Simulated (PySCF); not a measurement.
```yaml
atoms:
  - { symbol: B, position_ang: [0.7859, 0.3441, -0.3274] }
  - { symbol: I, position_ang: [1.1727, 2.4444, -0.1235] }
  - { symbol: I, position_ang: [2.2336, -0.9089, -1.2940] }
  - { symbol: H, position_ang: [-0.4237, 0.1556, -0.8889] }
  - { symbol: B, position_ang: [-0.7505, -0.3652, 0.3063] }
  - { symbol: I, position_ang: [-2.1992, 0.8877, 1.2722] }
  - { symbol: I, position_ang: [-1.1380, -2.4657, 0.1042] }
  - { symbol: H, position_ang: [0.4575, -0.1777, 0.8674] }
```

Geometry: PBE0-D3(BJ)/def2-SVP; core potentials replace the inner electrons of I.

These are results of PySCF 2.14.0, CAM-B3LYP/def2-SVPD, SCF density, gas phase, scalar-relativistic core potentials on the heavy atoms, not measurements.

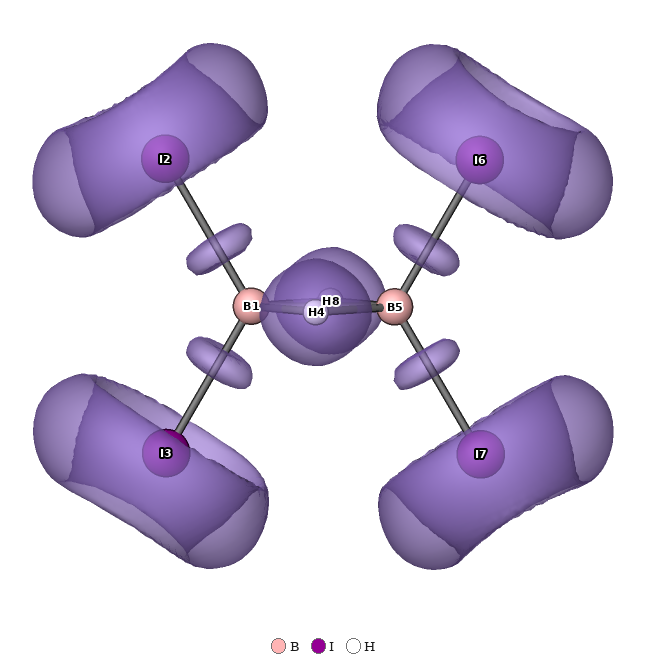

B$_{2}$H$_{2}$I$_{4}$ ((I2B-mu-H)2). Isosurface of the ELF at 0.8 (purple), seen across its widest extent. Only the valence region is drawn (cores and ρ < 0.01 e/Å³ removed).

Identify the bonds, lone pairs and shells in this picture.

The surface consists of four regions between bonded B–I atoms (shared pairs), two regions around hydrogen nuclei and four rings or bowls of non-bonding electrons around I. Along the contacts the grid gives the following. B–B (1.81 Å): the ELF peaks at about 0.70 between the atoms. B–I (2.14 Å): the ELF peaks at about 0.90 between the atoms, as expected for a shared electron pair.
